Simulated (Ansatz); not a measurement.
C3H10AlAs: several calculations on one system

**1. Relaxation**

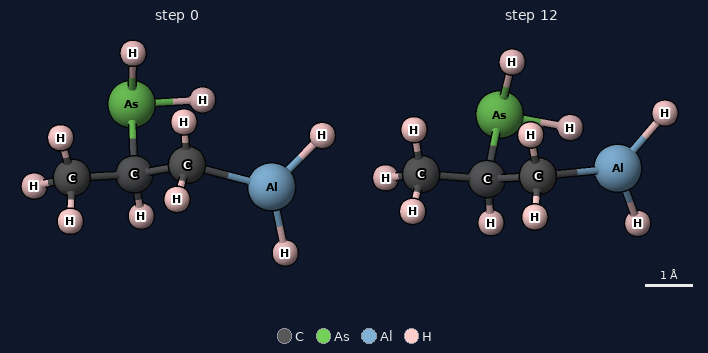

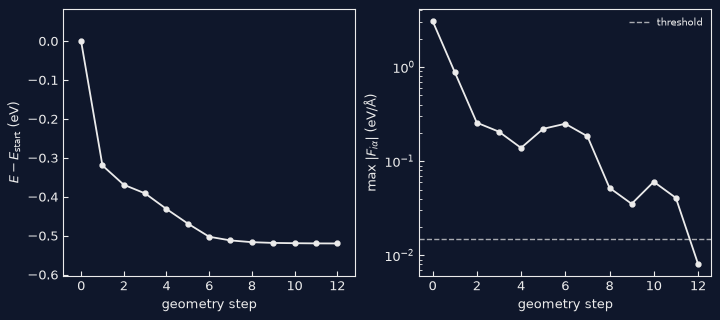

First and last geometry of a relaxation of C₃H₁₀AlAs, with the history of the run. Style: ball-and-stick. Shown at a tilt.

The run prepares an end point of a later path (inversion) calculation, from a guessed geometry.

Theory: RKS PBE0-D4/def2-SVP (Ansatz 0.2.0). (no spin polarisation; force threshold 0.015 eV/Å; at most 40 steps)

**Read the history and describe the run.**

It converged. After 12 geometry steps the energy has fallen by 0.520 eV. Largest force component: 3.1 eV/Å at the start, 0.0082 eV/Å at the end. An H atom moves most after the best rigid fit: 0.84 Å. Largest moves by element: H 0.84 Å, Al 0.47 Å, As 0.38 Å, C 0.30 Å. Some distances before and after: Al–H 3.048 → 2.147 Å, Al–As 3.871 → 3.177 Å, C–H 1.039 → 1.106 Å, C–H 1.160 → 1.102 Å. Among the angles between lasting bonds that change: Al–C–H 104.4° → 114.3°, C–C–Al 116.1° → 107.0°, H–C–H 112.2° → 107.1°. Groups turn about C–C by about 25°.

**2. Relaxation**

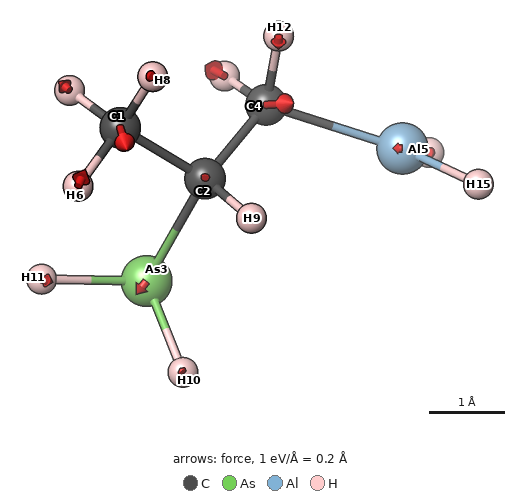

Starting geometry of C3H10AlAs with the computed forces as red arrows. Style: ball-and-stick. Shown at a tilt.

The run prepares an end point of a later path (inversion) calculation, from a guessed geometry.

Computed with RKS PBE0-D4/def2-SVP (Ansatz 0.2.0). (no spin polarisation; force threshold 0.015 eV/Å; at most 40 steps)

Q: What follows when this structure is relaxed?

A: It isn't relaxed: the largest force vector, on a C atom, is 3.67 eV/Å. The final displacements have little in common with the starting forces (cosine between the two patterns 0.10). The atom that moves furthest after the best rigid fit is an H atom (1.58 Å). By element the largest moves are H 1.58 Å, As 0.88 Å, Al 0.57 Å, C 0.34 Å. Among the contacts that change: Al–As 3.871 → 2.716 Å, C–H 1.039 → 1.106 Å, As–H 1.580 → 1.515 Å, C–H 1.157 → 1.105 Å. New bonds form: Al–As (3.87 → 2.72 Å). Bond angles that change, for instance: C–C–Al 116.1° → 104.9°, Al–C–H 104.4° → 114.9°, C–C–As 107.1° → 117.0°. Groups turn about As–C by about 50°, C–C by about 30°. Over 18 accepted moves (20 points after the start) the energy falls by 0.762 eV. The largest force component goes from 3 to 0.011 eV/Å. The line search rejected the trial steps at points 14, 16 of the run.

**3. Path**

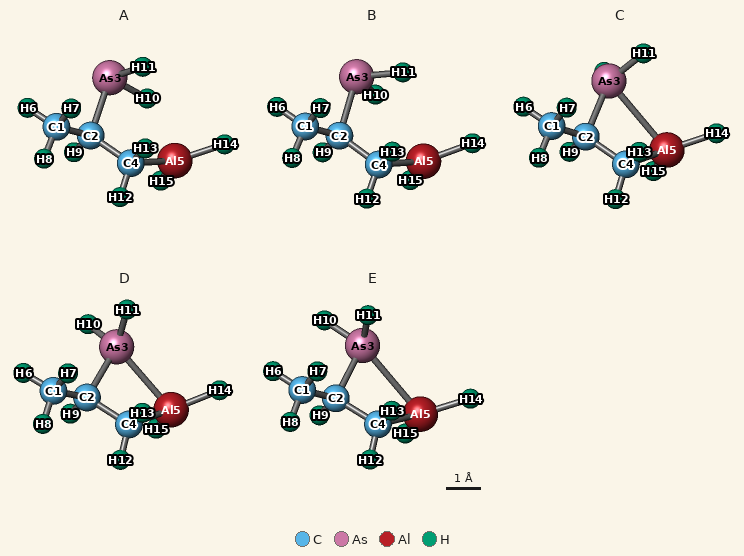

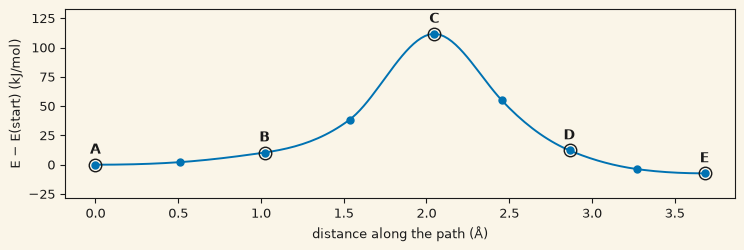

NEB run on C3H10AlAs. Images are numbered from 0 (start) to 8 (end). Frames A to E are images 0, 2, 4, 6, 8. Style: ball-and-stick. Shown at a tilt.

Level of theory: RKS PBE0-D4/def2-SVP in Ansatz. Set-up: 7 movable images; climbing image; force threshold 0.05 eV/Å; iteration limit 31; starting path through a guess of the saddle point.

Q: Describe the mechanism and the energy profile.

A: Forward barrier 111.7 kJ/mol, backward barrier 119.1 kJ/mol, with image 4 at the top; the reaction energy is −7.4 kJ/mol. The motion is an umbrella inversion at As3. No bond forms or breaks between the ends. Among the angles between lasting bonds that change up to the highest image: C2–As3–H10 94.8° → 123.1°, C2–As3–H11 94.7° → 120.6°. The band converged in 17 iterations. The largest component of the band force went from 13 to 0.033 eV/Å. The climbing image converged on the top of the path. Its vibrational analysis gives one imaginary mode (733i cm⁻¹), as a transition state must have.

Cost: 13 min on 2 threads of Arm Neoverse V1, with other jobs on the host, peak memory 0.45 GiB.
